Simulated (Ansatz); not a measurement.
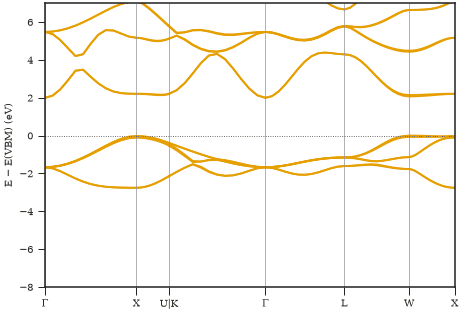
*Band structure from DFT-PBEsol with spin–orbit coupling in the program Ansatz with PAW potentials*

Problem. Read off the gap and where the band edges lie.

Solution. About 2.0 eV (2.00 eV by a search for the band edges); maximum at W, minimum at Γ.

The material is YN (zinc blende, F-43m).

The start of the workflow was typed in or built on a structure type; the Crystallography Open Database copy checked does not list it. COD files the formula under space group No. 225, so this cell is another polymorph or a model. Whether it is the stable phase at ambient conditions was not checked. The PBEsol relaxation kept the symmetry of its start; whether a distortion lowers the energy is not shown. The run is not spin-polarised.

Potentials: the later of the program's two PAW sets.
